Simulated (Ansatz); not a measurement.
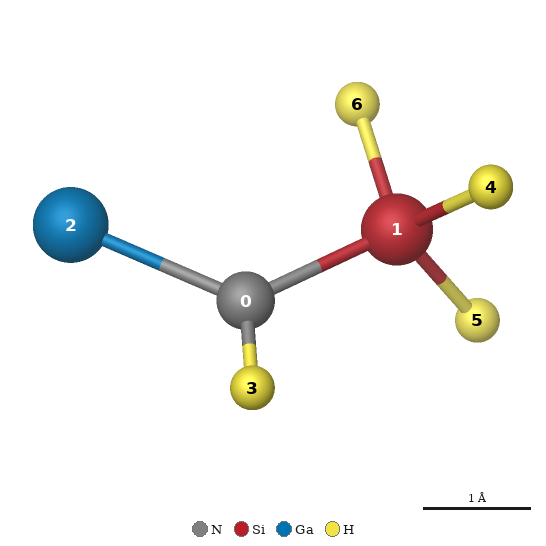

The structure as it stands in the input. Atoms are numbered from 0, in the order of the input.

Ansatz 0.2.0 input:

```yaml
crystal:
  periodic: [false, false, false]
  atoms:
    - {symbol: N, position_ang: [-0.432028, -0.752225, -0.432406]}
    - {symbol: Si, position_ang: [0.175875, 0.627251, 0.238050]}
    - {symbol: Ga, position_ang: [0.392790, -2.370396, -0.333645]}
    - {symbol: H, position_ang: [-1.279790, -0.677861, -0.903101]}
    - {symbol: H, position_ang: [0.458808, 1.658418, -0.713750]}
    - {symbol: H, position_ang: [-0.666578, 1.204077, 1.241457]}
    - {symbol: H, position_ang: [1.409774, 0.245456, 0.859522]}
basis:
  gaussian: {orbitals: x2c-TZVPPall}
hamiltonian: {xc: {name: r2SCAN0}}
accuracy: high
```

Command:

```sh
ansatz run in.yaml --threads 2 --pin off --events-out ev --progress --plain --max-ram 4352MiB
```

What the program printed:

```
Functional definition: r2SCAN0
  name "r2SCAN0"
  cite "Bursch, Neugebauer, Ehlert & Grimme, J. Chem. Phys. 156, 134105 (2022) doi:10.1063/5.0086040"
  cite "Furness, Kaplan, Ning, Perdew & Sun, J. Phys. Chem. Lett. 11, 8208 (2020) doi:10.1021/acs.jpclett.0c02405"
  cite "Furness, Kaplan, Ning, Perdew & Sun, J. Phys. Chem. Lett. 11, 9248 (2020) doi:10.1021/acs.jpclett.0c03077"
  parent r2scan
  parameter a = 0.25
  parameter k0 = 0.174
  parameter k1 = 0.065
  parameter a1 = 4.9479
  exchange = (1 - a)*r2scan_x(k0 = k0, k1 = k1, a1 = a1) + a*exact_x
  correlation = r2scan_c
2971 factors; integrals over basis functions are off by at most 4.6e-9 eV
mean field evaluation 1: about -62335.5926 eV, gradient 6.5e1 eV
mean field evaluation 2: about -62307.1979 eV, gradient 1.2e2 eV
mean field evaluation 4: about -62343.5437 eV, gradient 2.9e0 eV
mean field evaluation 8: about -62343.6305 eV, gradient 4.2e-1 eV
mean field evaluation 16: about -62343.6307 eV, gradient 7.5e-5 eV
mean field -62343.63066848 eV, -2291.0861690361 hartree, gradient 8.9e-8 eV, S^2 0.000000; 0 other end points of the search recorded, 0 dependent functions left out
reference -62343.63066913 eV, -2291.0861690600 hartree; 28, 28 occupied and 149, 149 virtual orbitals, 2971 factors
Total energy: -62343.63066913 eV, -2291.0861690600 hartree
Relativity: scalar
```

The calculation finished and met its thresholds.
